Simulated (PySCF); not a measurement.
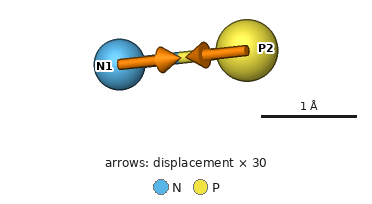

This is a relaxation of PN. The starting structure is drawn; orange arrows show the displacements, magnified 30 times. The two geometries are superimposed by the best rigid fit.

Style: ball-and-stick. Shown at a tilt.

The start comes from GFN2-xTB. Its atoms were then displaced at random by about 0.03 Å.

Level of theory: PySCF, PBE0-D3(BJ)/def2-SVP geometry optimisation, gas phase. 

### What did the optimiser do to the structure, and how much energy did it gain?

The largest moves after the best rigid fit, 0.025 Å, are those of N1 and P2. By element the largest moves are N 0.025 Å, P 0.025 Å. Near-neighbour distances that change, for instance: N1–P2 1.539 → 1.489 Å. The energy falls by 8.05 kJ/mol in 2 geometry steps. The run took 1.2 s on 1 thread of AMD EPYC 7R43 64-Core Processor, on a shared host.
